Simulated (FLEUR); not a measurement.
## Collinear magnetic orders of Eu with FLEUR

A self-consistent run ends on one state, which hangs on the start. Several orders of Eu are started in FLEUR and their energies compared.

Main program and level: FLEUR MaX-R8.1; LDA (VWN) with U = 6 eV on Eu f; all-electron FLAPW, Dirac cores, scalar-relativistic bands.

The database entry behind the starting cell differs from later determinations by our own check (about 0.5 % long), so it need not match the best structure at ambient conditions.

## Step 1: The structure

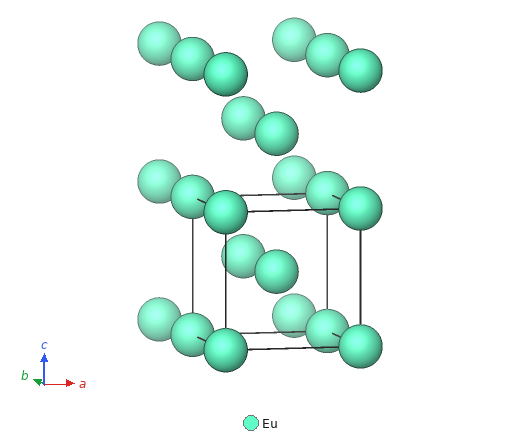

The starting structure, seen slightly off an axis (europium green). 1×2×2 cells are drawn. This picture shows the conventional cell, with its axes. Some periodic images of atoms are drawn too.

Structure file:

```xyz
1
Lattice="-2.3030 2.3030 2.3030 2.3030 -2.3030 2.3030 2.3030 2.3030 -2.3030" Properties=species:S:1:pos:R:3 pbc="T T T"
Eu    0.0000    0.0000    0.0000
```

## Step 2: Order 1, typed as ferro +

The parallel start comes first: it shows whether parallel moments hold. The U counters the self-interaction that shrinks the moments of a localised shell.

The file n_mmp_mat seeds the f occupations with whole cubic orbitals by Hund's first rule, so that the U acts from the first pass. inpgen writes inp.xml from crystal.txt; cutoffs, mixing, functional, smearing and local orbitals are then set in the file. The k list default-1 (kpts.xml, not shown) is a Γ-centred 8×8×8 mesh; where the ranks do not divide the number of points, some are split in two of half the weight.

File inp.xml:

```
<?xml version="1.0" encoding="UTF-8" standalone="no"?>
<fleurInput fleurInputVersion="0.39">
   <comment>
      Eu
   </comment>
   <calculationSetup>
      <cutoffs Kmax="3.6" Gmax="10.8" GmaxXC="10.8" numbands="0"/>
      <scfLoop itmax="130" minDistance="0.0001" maxIterBroyd="15" imix="Anderson" alpha="0.05" precondParam="0.0" spinf="2.0" sdNocoIR="T"/>
      <coreElectrons ctail="T" frcor="F" kcrel="0" coretail_lmax="0"/>
      <xcFunctional name="vwn" relativisticCorrections="F"/>
      <magnetism jspins="2"/>
      <soc l_soc="F" theta="0.0" phi="0.0" spav="F"/>
      <expertModes spex="0" secvar="F"/>
      <geometryOptimization l_f="F" forcealpha="1.0" forcemix="BFGS" epsdisp="0.00001" epsforce="0.00001"/>
      <ldaU l_linMix="F" mixParam="0.05" spinf="1.0"/>
   </calculationSetup>
   <cell>
      <bzIntegration valenceElectrons="17.0" mode="hist" fermiSmearingEnergy="0.00110248">
         <kPointListSelection listName="default-1"/>
         <xi:include xmlns:xi="http://www.w3.org/2001/XInclude" href="kpts.xml"> </xi:include>
      </bzIntegration>
      <xi:include xmlns:xi="http://www.w3.org/2001/XInclude" href="sym.xml"> </xi:include>
      <bulkLattice scale="1.0">
         <bravaisMatrix>
            <row-1>   -4.3520392649537998     4.3520392649537998     4.3520392649537998</row-1>
            <row-2>    4.3520392649537998    -4.3520392649537998     4.3520392649537998</row-2>
            <row-3>    4.3520392649537998     4.3520392649537998    -4.3520392649537998</row-3>
         </bravaisMatrix>
      </bulkLattice>
   </cell>
   <atomSpecies>
      <species name="Europium (7.000" element="Eu" atomicNumber="63">
         <mtSphere radius="2.8" gridPoints="925" logIncrement="0.014"/>
         <atomicCutoffs lmax="10" lnonsphr="8"/>
         <electronConfig flipSpins="F">
            <coreConfig>(1s1/2) (2s1/2) (2p1/2) (2p3/2) (3s1/2) (3p1/2) (3p3/2) (4s1/2) (3d3/2) (3d5/2) (4p1/2) (4p3/2) (4d3/2) (4d5/2)</coreConfig>
            <valenceConfig>(5s1/2) (5p1/2) (5p3/2) (6s1/2) (4f5/2) (4f7/2)</valenceConfig>
            <stateOccupation state="(4f5/2)" spinUp="3.0" spinDown="0.0"/>
            <stateOccupation state="(4f7/2)" spinUp="4.0" spinDown="0.0"/>
         </electronConfig>
         <energyParameters s="6" p="6" d="5" f="4"/>
         <ldaU l="3" U="6.0" J="0.0" l_amf="F"/>
         <lo type="SCLO" l="0" n="5" eDeriv="0"/>
         <lo type="SCLO" l="1" n="5" eDeriv="0"/>
      </species>
   </atomSpecies>
   <atomGroups>
      <atomGroup species="Europium (7.000">
         <relPos label="                   1">.0000000000 .0000000000 .0000000000</relPos>
         <force calculate="T" relaxXYZ="TTT"/>
      </atomGroup>
   </atomGroups>
   <output dos="F" band="F" slice="F">
      <bandDOS minEnergy="-.5*Htr" maxEnergy="0.5*Htr" sigma="0.015" storeEVData="T"/>
      <plotting iplot="0" polar="F">
         <plot TwoD="T" vec1="  1.0  0.0  0.0" vec2="  0.0  1.0  0.0" vec3="  0.0  0.0  1.0" zero="  0.0  0.0  0.0" file="plot"/>
      </plotting>
      <moessbauerParams electricFieldGradient="F" isomerShift="F" coreHyperfine="F" valenceHyperfine="F"/>
   </output>
</fleurInput>
```

File crystal.txt:

```
Eu
&input film=F cartesian=F /
-2.30300000000  2.30300000000  2.30300000000
2.30300000000  -2.30300000000  2.30300000000
2.30300000000  2.30300000000  -2.30300000000
1.8897261246
1.0 1.0 1.0

1
63 0.00000000000  0.00000000000  0.00000000000 : 7.000

&kpt div1=8 div2=8 div3=8 gamma=T /
```

Command:

```sh
$ OMP_NUM_THREADS=1 inpgen -f crystal.txt > inpgen.log  # inp.xml is then edited as shown
$ OMP_NUM_THREADS=1 mpirun -n 4 fleur_MPI > fleur.log
```

Output:

```text
Welcome to FLEUR        (www.flapw.de)
      MaX-Release 8.1          (www.max-centre.eu)

 ========== k-point set info ==========
 Selected k-point list: default-1
 k-point list type: mesh
 0 x 0 x 0
 Number of k points: 32

 ------------Calculation Setup---------------------------
 Number of MPI-tasks      :            4
 Number of PE/node        :            4
 Number of OMP-threads    :            1
 k-points in parallel     :            4
 pe's per k-point         :            1
 No of k-point loops      :            8
 Eigenvalue solver        :       lapack
 Number of basis functions:          282
 Approximate size of matrices (H+S) per k-point:         0.001 GB
 --------------------------------------------------------
 Iteration:     1   Distance:       2.93496540 me/bohr^3
 Iteration:     2   Distance:       2.77560529 me/bohr^3
 Iteration:     3   Distance:       0.58709885 me/bohr^3
 Iteration:     4   Distance:       0.12913976 me/bohr^3
 Iteration:     5   Distance:       0.12238027 me/bohr^3
 Iteration:     6   Distance:       0.05795476 me/bohr^3
 Iteration:     7   Distance:       0.01856603 me/bohr^3
 Iteration:     8   Distance:       0.01627574 me/bohr^3
 Iteration:     9   Distance:       0.00191858 me/bohr^3
 Iteration:    10   Distance:       0.00190125 me/bohr^3
 Iteration:    11   Distance:       0.00023713 me/bohr^3
 Iteration:    12   Distance:       0.00017309 me/bohr^3
 Iteration:    13   Distance:       0.00001110 me/bohr^3

 ********************************************************************
 Run finished successfully
 Stop message:
   all done
 ********************************************************************

--- out.xml (last complete iteration) ---
<iteration numberForCurrentRun="   13" overallNumber="   13">
         [... left out ...]
         <bandgap value="0.0036925684" units="eV"/>
         <sumValenceSingleParticleEnergies value="-4.7931204129" units="Htr"/>
         <FermiEnergy value="0.1764934669" units="Htr"/>
         <valenceDensity>
            <mtCharges spin="1">
               <mtCharge atomType="1" total="11.0426058" s="1.0858518" p="2.9040634" d="0.1639566" f="6.8886330"/>
            </mtCharges>
            <mtCharges spin="2">
               <mtCharge atomType="1" total="4.0308584" s="1.0760412" p="2.8680169" d="0.0861168" f="0.0006470"/>
            </mtCharges>
            <spinDependentCharge spin="1" total="12.1249591" interstitial="1.0823534" mtSpheres="11.0426058"/>
            <spinDependentCharge spin="2" total="4.8750409" interstitial="0.8441824" mtSpheres="4.0308584"/>
            <totalCharge value="17.0000000001"/>
         </valenceDensity>
         [... left out ...]
         <allElectronCharges>
            <spinDependentCharge spin="1" total="35.1249591" interstitial="1.0823625" mtSpheres="34.0425966"/>
            <spinDependentCharge spin="2" total="27.8750409" interstitial="0.8441936" mtSpheres="27.0308472"/>
            <totalCharge value="62.9999999923"/>
         </allElectronCharges>
         <magneticMomentsInMTSpheres units="muBohr">
            <globalMagMoment atomType="1" vec="0.00000   0.00000   7.01175"/>
            <localMagMoment atomType="1" vec="0.00000   0.00000   7.01175"/>
         </magneticMomentsInMTSpheres>
         <moessbauerParams unitsHFF="kG" unitsIS="e/bohr^3" unitsEFG="Htr/bohr^2">
         </moessbauerParams>
         <totalEnergy value="   -10845.1043312050" units="Htr">
            <sumOfEigenvalues value="    -6677.1417321645">
               <coreElectrons value="-6672.3486117516"/>
               <valenceElectrons value="-4.7931204129"/>
            </sumOfEigenvalues>
            <densityCoulombPotentialIntegral value="-18153.0775382956"/>
            <densityEffectivePotentialIntegral value="-18466.5620447500"/>
            <chargeDenXCDenIntegral value="-236.2534291721"/>
            <FockExchangeEnergyValence value="0.0000000000"/>
            <FockExchangeEnergyCore value="0.0000000000"/>
            <atomTypeDependentContributions atomType="1">
               <electronNucleiInteractionDifferentMTs value="13297.3900532897"/>
               <MadelungTerm value="-25.0897675990"/>
            </atomTypeDependentContributions>
            <dftUCorrection value="-0.7473754181"/>
            <tkbTimesEntropy value="0.0001377723"/>
            <freeEnergy value="-10845.1044689774"/>
            <extrapolationTo0K value="-10845.1044000912"/>
         </totalEnergy>
         <ldaUDensityMatrix>
            <densityMatrixFor spin="1" atomType="1" uIndex="1" l="3" U="6.00000000" J="0.00000000">
               (+0.98425,+0.00000) (+0.00000,+0.00000) (+0.00000,+0.00000) (+0.00000,+0.00000) (+0.00055,+0.00000) (+0.00000,+0.00000) (+0.00000,+0.00000)
               (+0.00000,+0.00000) (+0.98377,+0.00000) (+0.00000,+0.00000) (+0.00000,+0.00000) (+0.00000,+0.00000) (-0.00023,+0.00000) (+0.00000,+0.00000)
               (+0.00000,+0.00000) (+0.00000,+0.00000) (+0.98397,+0.00000) (+0.00000,+0.00000) (+0.00000,+0.00000) (+0.00000,+0.00000) (+0.00055,+0.00000)
               (+0.00000,+0.00000) (+0.00000,+0.00000) (+0.00000,+0.00000) (+0.98467,+0.00000) (+0.00000,+0.00000) (+0.00000,+0.00000) (+0.00000,+0.00000)
               (+0.00055,+0.00000) (+0.00000,+0.00000) (+0.00000,+0.00000) (+0.00000,+0.00000) (+0.98397,+0.00000) (+0.00000,+0.00000) (+0.00000,+0.00000)
               (+0.00000,+0.00000) (-0.00023,+0.00000) (+0.00000,+0.00000) (+0.00000,+0.00000) (+0.00000,+0.00000) (+0.98377,+0.00000) (+0.00000,+0.00000)
               (+0.00000,+0.00000) (+0.00000,+0.00000) (+0.00055,+0.00000) (+0.00000,+0.00000) (+0.00000,+0.00000) (+0.00000,+0.00000) (+0.98425,+0.00000)
            </densityMatrixFor>
            <densityMatrixFor spin="2" atomType="1" uIndex="1" l="3" U="6.00000000" J="0.00000000">
               (+0.00010,+0.00000) (+0.00000,+0.00000) (+0.00000,+0.00000) (+0.00000,+0.00000) (+0.00005,+0.00000) (+0.00000,+0.00000) (+0.00000,+0.00000)
               (+0.00000,+0.00000) (+0.00008,+0.00000) (+0.00000,+0.00000) (+0.00000,+0.00000) (+0.00000,+0.00000) (-0.00004,+0.00000) (+0.00000,+0.00000)
               (+0.00000,+0.00000) (+0.00000,+0.00000) (+0.00008,+0.00000) (+0.00000,+0.00000) (+0.00000,+0.00000) (+0.00000,+0.00000) (+0.00005,+0.00000)
               (+0.00000,+0.00000) (+0.00000,+0.00000) (+0.00000,+0.00000) (+0.00014,+0.00000) (+0.00000,+0.00000) (+0.00000,+0.00000) (+0.00000,+0.00000)
               (+0.00005,+0.00000) (+0.00000,+0.00000) (+0.00000,+0.00000) (+0.00000,+0.00000) (+0.00008,+0.00000) (+0.00000,+0.00000) (+0.00000,+0.00000)
               (+0.00000,+0.00000) (-0.00004,+0.00000) (+0.00000,+0.00000) (+0.00000,+0.00000) (+0.00000,+0.00000) (+0.00008,+0.00000) (+0.00000,+0.00000)
               (+0.00000,+0.00000) (+0.00000,+0.00000) (+0.00005,+0.00000) (+0.00000,+0.00000) (+0.00000,+0.00000) (+0.00000,+0.00000) (+0.00010,+0.00000)
            </densityMatrixFor>
         </ldaUDensityMatrix>
         <ldaUDensityMatrixConvergence>
            <distance spin="1" distance="0.000000"/>
            <distance spin="2" distance="0.000000"/>
         </ldaUDensityMatrixConvergence>
         <densityConvergence units="me/bohr^3">
            <chargeDensity spin="1" distance="0.0000102794"/>
            <chargeDensity spin="2" distance="0.0000035949"/>
            <overallChargeDensity distance="0.0000106798"/>
            <spinDensity distance="0.0000110959"/>
         </densityConvergence>
      </iteration>
```

Elapsed: 5.9 s, on 4 MPI ranks of Intel Xeon 6975P-C (Granite Rapids), shared host; peak memory 0.2 GiB; 23 s of CPU time.

Spin moment in the muffin-tin sphere by atom:

| atom | spin moment in the muffin-tin sphere (μB) |
| --- | --- |
| Eu1 | 7.01 |

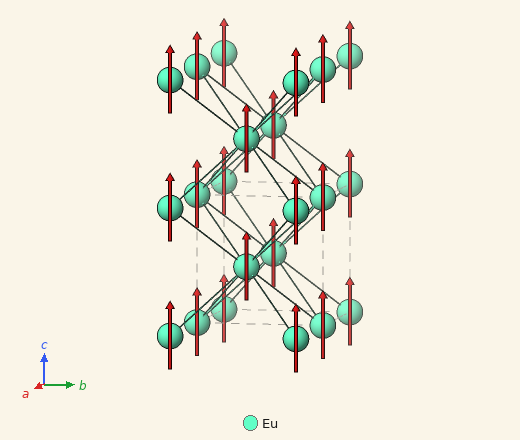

Spin moment in the muffin-tin sphere as arrows, the longest 7.01 μB. Up and down stand for the sign. Arrows give size and sign along the axis of quantisation, drawn up and down the page. 2×1×2 conventional cells are drawn. Some periodic images of atoms are drawn too.

Read from the output:

```yaml
free_energy: -295110.3266 eV
program_s_band_gap_on_this_mesh_in_a_metal_only_a_level_spacing: 0.003693 eV
magnetization: 7.250 μB
final_state: ferromagnetic
```

After 13 cycles the largest moment stands at 7.01 μB.

## Step 3: Start 2: antiferro q=(1/2,1/2,1/2) +-

Another pattern of signs weighs the neighbour shells otherwise.

The cell is doubled to 2 atoms to hold this order. The mesh is halved along the doubled vector, so that both cells sample the same points. The k list default-1 (kpts.xml, not shown) is a Γ-centred 4×8×8 mesh.

Edit inp.xml of step 2 so:

```diff
@@ -17,3 +17,3 @@
    <cell>
-      <bzIntegration valenceElectrons="17.0" mode="hist" fermiSmearingEnergy="0.00110248">
+      <bzIntegration valenceElectrons="34.0" mode="hist" fermiSmearingEnergy="0.00110248">
          <kPointListSelection listName="default-1"/>
@@ -24,5 +24,5 @@
          <bravaisMatrix>
-            <row-1>   -4.3520392649537998     4.3520392649537998     4.3520392649537998</row-1>
-            <row-2>    4.3520392649537998    -4.3520392649537998     4.3520392649537998</row-2>
-            <row-3>    4.3520392649537998     4.3520392649537998    -4.3520392649537998</row-3>
+            <row-1>   -8.7040785299075996     8.7040785299075996     8.7040785299075996</row-1>
+            <row-2>    0.0000000000000000     0.0000000000000000     8.7040785299075996</row-2>
+            <row-3>    0.0000000000000000     8.7040785299075996     0.0000000000000000</row-3>
          </bravaisMatrix>
@@ -45,2 +45,16 @@
       </species>
+      <species name="Europium (-7.000" element="Eu" atomicNumber="63">
+         <mtSphere radius="2.8" gridPoints="925" logIncrement="0.014"/>
+         <atomicCutoffs lmax="10" lnonsphr="8"/>
+         <electronConfig flipSpins="F">
+            <coreConfig>(1s1/2) (2s1/2) (2p1/2) (2p3/2) (3s1/2) (3p1/2) (3p3/2) (4s1/2) (3d3/2) (3d5/2) (4p1/2) (4p3/2) (4d3/2) (4d5/2)</coreConfig>
+            <valenceConfig>(5s1/2) (5p1/2) (5p3/2) (6s1/2) (4f5/2) (4f7/2)</valenceConfig>
+            <stateOccupation state="(4f5/2)" spinUp="0.0" spinDown="3.0"/>
+            <stateOccupation state="(4f7/2)" spinUp="0.0" spinDown="4.0"/>
+         </electronConfig>
+         <energyParameters s="6" p="6" d="5" f="4"/>
+         <ldaU l="3" U="6.0" J="0.0" l_amf="F"/>
+         <lo type="SCLO" l="0" n="5" eDeriv="0"/>
+         <lo type="SCLO" l="1" n="5" eDeriv="0"/>
+      </species>
    </atomSpecies>
@@ -49,2 +63,6 @@
          <relPos label="                   1">.0000000000 .0000000000 .0000000000</relPos>
+         <force calculate="T" relaxXYZ="TTT"/>
+      </atomGroup>
+      <atomGroup species="Europium (-7.000">
+         <relPos label="                   2">1.000/2.000 .0000000000 .0000000000</relPos>
          <force calculate="T" relaxXYZ="TTT"/>
```

File crystal.txt:

```
Eu
&input film=F cartesian=F /
-4.60600000000  4.60600000000  4.60600000000
0.00000000000  0.00000000000  4.60600000000
0.00000000000  4.60600000000  0.00000000000
1.8897261246
1.0 1.0 1.0

2
63 0.00000000000  0.00000000000  0.00000000000 : 7.000
63 0.50000000000  0.00000000000  0.00000000000 : -7.000

&kpt div1=4 div2=8 div3=8 gamma=T /
```

Output:

```text
[banner, memory and clock lines left out]
Welcome to FLEUR        (www.flapw.de)
      MaX-Release 8.1          (www.max-centre.eu)

 ========== k-point set info ==========
 Selected k-point list: default-1
 k-point list type: mesh
 0 x 0 x 0
 Number of k points: 36

 ------------Calculation Setup---------------------------
 Number of PE/node        :            4
 Number of OMP-threads    :            1
 k-points in parallel     :            4
 pe's per k-point         :            1
 No of k-point loops      :            9
 Eigenvalue solver        :       lapack
 Number of basis functions:          564
 Approximate size of matrices (H+S) per k-point:         0.005 GB
 Iteration:     1   Distance:       2.90844332 me/bohr^3
 Iteration:     2   Distance:       2.75156360 me/bohr^3
 Iteration:     3   Distance:       0.53810863 me/bohr^3
 Iteration:     4   Distance:       0.10836142 me/bohr^3
 Iteration:     5   Distance:       0.12707143 me/bohr^3
 Iteration:     6   Distance:       0.02260910 me/bohr^3
 Iteration:     7   Distance:       0.00985108 me/bohr^3
 Iteration:     8   Distance:       0.00322887 me/bohr^3
 Iteration:     9   Distance:       0.00039477 me/bohr^3
 Iteration:    10   Distance:       0.00020564 me/bohr^3
 Iteration:    11   Distance:       0.00005445 me/bohr^3

 ********************************************************************
 Run finished successfully
 Stop message:
   all done
 ********************************************************************

--- out.xml (last complete iteration) ---
<iteration numberForCurrentRun="   11" overallNumber="   11">
         [... left out ...]
         <bandgap value="0.0000000000" units="eV"/>
         <sumValenceSingleParticleEnergies value="-9.5686906985" units="Htr"/>
         <FermiEnergy value="0.1723183464" units="Htr"/>
         <valenceDensity>
            <mtCharges spin="1">
               <mtCharge atomType="1" total="11.0287581" s="1.0905087" p="2.9008076" d="0.1463757" f="6.8910197"/>
               <mtCharge atomType="2" total="4.0451860" s="1.0742718" p="2.8704385" d="0.0993735" f="0.0010107"/>
            </mtCharges>
            <mtCharges spin="2">
               <mtCharge atomType="1" total="4.0451860" s="1.0742718" p="2.8704385" d="0.0993735" f="0.0010107"/>
               <mtCharge atomType="2" total="11.0287581" s="1.0905087" p="2.9008076" d="0.1463757" f="6.8910197"/>
            </mtCharges>
            <spinDependentCharge spin="1" total="17.0000000" interstitial="1.9260559" mtSpheres="15.0739441"/>
            <spinDependentCharge spin="2" total="17.0000000" interstitial="1.9260559" mtSpheres="15.0739441"/>
            <totalCharge value="34.0000000000"/>
         </valenceDensity>
         [... left out ...]
         <magneticMomentsInMTSpheres units="muBohr">
            <globalMagMoment atomType="1" vec="0.00000   0.00000   6.98357"/>
            <localMagMoment atomType="1" vec="0.00000   0.00000   6.98357"/>
            <globalMagMoment atomType="2" vec="0.00000   0.00000  -6.98357"/>
            <localMagMoment atomType="2" vec="0.00000   0.00000  -6.98357"/>
         </magneticMomentsInMTSpheres>
         [... left out ...]
         <totalEnergy value="   -21690.2076430884" units="Htr">
            <sumOfEigenvalues value="   -13354.1704062963">
               <coreElectrons value="-13344.6017155978"/>
               <valenceElectrons value="-9.5686906985"/>
            </sumOfEigenvalues>
            <densityCoulombPotentialIntegral value="-36306.0491612597"/>
            <densityEffectivePotentialIntegral value="-36933.0191340676"/>
            <chargeDenXCDenIntegral value="-472.5077094099"/>
            <FockExchangeEnergyValence value="0.0000000000"/>
            <FockExchangeEnergyCore value="0.0000000000"/>
         [... left out ...]
            <dftUCorrection value="-1.4957869288"/>
            <tkbTimesEntropy value="0.0002005898"/>
            <freeEnergy value="-21690.2078436782"/>
            <extrapolationTo0K value="-21690.2077433833"/>
         </totalEnergy>
         [... left out ...]
         <ldaUDensityMatrixConvergence>
            <distance spin="1" distance="0.000001"/>
            <distance spin="2" distance="0.000001"/>
         </ldaUDensityMatrixConvergence>
         <densityConvergence units="me/bohr^3">
            <chargeDensity spin="1" distance="0.0000295492"/>
            <chargeDensity spin="2" distance="0.0000295492"/>
            <overallChargeDensity distance="0.0000544479"/>
            <spinDensity distance="0.0000229795"/>
         </densityConvergence>
      </iteration>
```

Elapsed: 18 s, on 4 MPI ranks; peak memory 0.32 GiB; 72 s of CPU time.

Spin moment in the muffin-tin sphere by atom:

| atom | spin moment in the muffin-tin sphere (μB) |
| --- | --- |
| Eu1 | 6.98 |
| Eu2 | -6.98 |

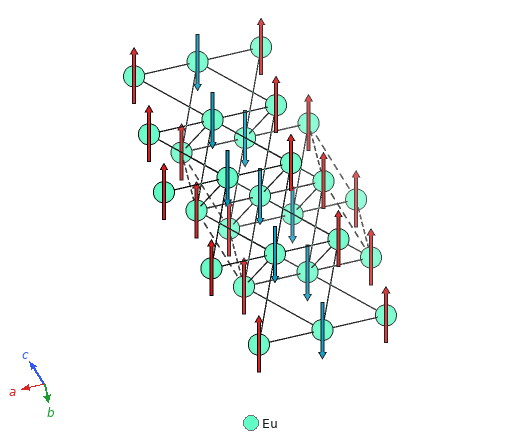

Spin moment in the muffin-tin sphere as arrows, the longest 6.98 μB. Up and down stand for the sign. Arrows give size and sign along the axis of quantisation, drawn up and down the page. The two directions have two colours. 1×2×2 cells are drawn. Some periodic images of atoms are drawn too.

Numbers from this step:

| Item | Value |
| --- | --- |
| free energy | -590220.6234 eV |
| program's band gap on this mesh (in a metal only a level spacing) | 0 eV |
| magnetization | 0 μB |
| final state | antiferromagnetic |

It lies 14.9 meV a seeded atom over the first start, and its largest moment is 6.98 μB against 7.01 μB.

[end of part 1 of 2]

[Logs and program files are shortened in this print: banners, set-up blocks, solver, clock and traceback lines can be left out without a mark of their own.]

[Logs are printed without paths, hosts, clocks, repeated set-up lines and the standing remarks that a program may print on its own settings, such as how far it seeks lower states.]

[Hosts, paths, dates, database ids (printed as entryN), source tags and the programs' standing remarks are cut or masked in the printed files.]

[Where a cell is said to come from a database of computed structures, the database is the Materials Project.]
